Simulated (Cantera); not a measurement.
Feed: 1 mol SiH2Cl2, 11 mol N2, 0.048 mol Cl2, equilibrated at 0.780 bar.

Cantera equilibrium calculation (NASA polynomials, part measured and part estimated; ideal gas, pure solids and liquids). Candidate condensed phases: NH4Cl, Si, Si3N4; 28 gas species. N2 is the only nitrogen source here; it is nearly inert below about 1500 K, so the nitride shown seldom forms there in practice. The tables' values for SiCl3 are old estimates; treat these amounts as uncertain. The numbers say what is thermodynamically allowed, not how fast it happens.

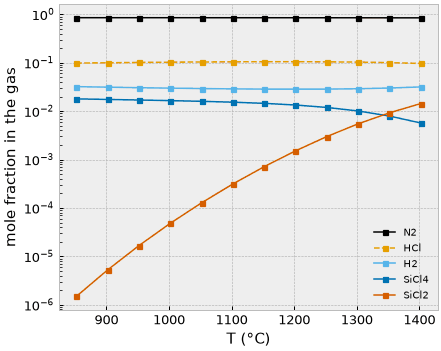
Figure: Equilibrium gas composition (values under 1e-9 drawn at 1e-9)

Problem. Read off the mole fractions at 952 °C.

Solution. N2 about 0.85, HCl about 0.10, H2 about 0.031, SiCl4 about 0.017, SiCl2 about 1.7e-5.
